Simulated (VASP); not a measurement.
Band structure of GaP (space group P6_3mc). Method: LDA (Ceperley-Alder, Perdew-Zunger) with spin-orbit coupling, VASP's LDA PAW potentials (set 64) (plane waves; VASP 6.6.1).

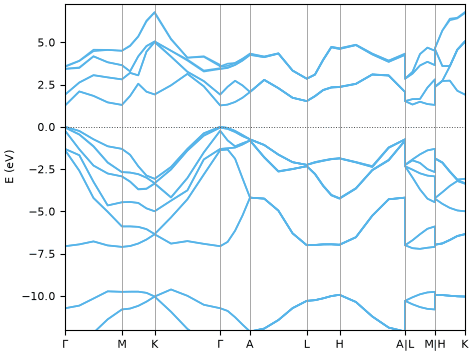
Bands along high-symmetry lines, zero at the valence-band maximum or, without a gap, the Fermi level

Read the plot: is there a gap, and where are the band edges?

The gap is direct, 1.26 eV, from the valence maximum at Γ to the conduction minimum at Γ.

The structure comes from a computed database's GaP entry (P6_3mc); how it stands against other phases isn't given here. It was relaxed first.
